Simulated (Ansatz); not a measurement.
# Frozen-phonon scan for HfN (rock salt)

HfN (rock salt)

```
CELL_PARAMETERS angstrom
      0.00000     4.54789     4.54789
      2.27394     0.00000     2.27394
      2.27394     2.27394     0.00000
ATOMIC_POSITIONS crystal
  N  0.00000 0.00000 0.00000
  N  0.50000 0.00000 0.00000
  Hf 0.25000 0.50000 0.50000
  Hf 0.75000 0.50000 0.50000
```

The atoms are displaced by Q × the pattern below (from a DFPT mode at L = (0.5, 0.0, 0.0), largest move 1; Q in Å), at fixed cell. (q is in reciprocal vectors of the primitive cell; the cell shown is doubled to hold the pattern.)

```tsv
atom	x	y	z
N1	0.577	-0.577	-0.577
N2	-0.577	0.577	0.577
```

Atoms not listed stay in place.

Level of theory: PBE (plane waves to 420 eV, PAW, scalar-relativistic; Ansatz, a program for electronic structure). k mesh 9×18×18 (Γ-centred), Fermi-Dirac smearing 0.05 eV. E stands for the smeared free energy. With partly filled bands, energies and forces of such displacements shift with the k mesh and the smearing. HfN is run without spin polarisation. HfN was relaxed with its symmetry unable to fall. Spin-orbit coupling is left out, though Hf is heavy. The zero of ΔE is the undisplaced structure.

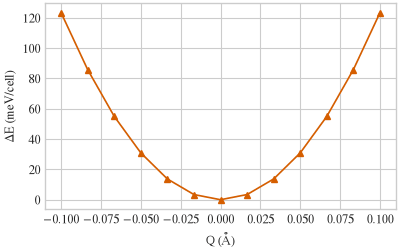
ΔE (meV/cell) against Q (Å); computed points joined by lines.

The energy at Q = 0.100 Å comes out as 123 meV/cell. Shape of the curve: a single well with its minimum at or next to zero displacement. Space group of the distorted cell: R-3m (No. 166), lowered from Fm-3m. Symmetry of the curve: even: the same for both signs. Wavenumber by perturbation theory (DFPT, on another k mesh): 488 cm⁻¹.

(For displaced atoms, the force is minus the slope of the energy, and its curvature is a force constant, which sets phonon frequencies.)
